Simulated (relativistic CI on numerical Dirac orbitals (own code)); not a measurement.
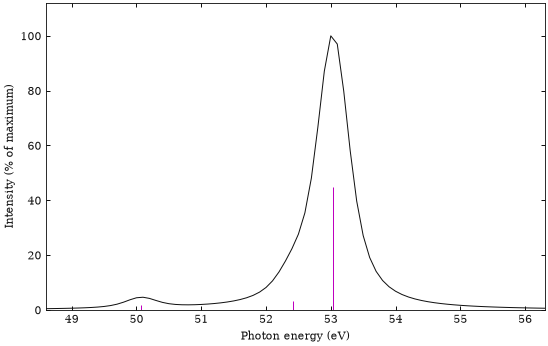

Computed core-level spectrum (absorption) of an ion of charge +7 in no crystal field (free ion). Sticks are the strongest transitions, on a scale of their own. Multiplet model: relativistic Dirac–Coulomb–Breit theory, one configuration a step, Slater integrals scaled by 0.8, 80 K, Voigt broadening (Lorentzian 0.45 eV, Gaussian 0.3 eV full widths), computed with a radial Dirac CI code.

Identify the element and the shell or line.

N₆,₇ X-ray absorption of Re⁷⁺, initial configuration [Xe] 4f¹⁴. The main maxima lie at 53.0 eV (100), heights in % of the largest; the centroid is at 52.9 eV. The ground state has S = 0.00.

Caveat: free-ion energies, so absolute edge positions are off by a few eV from solids.
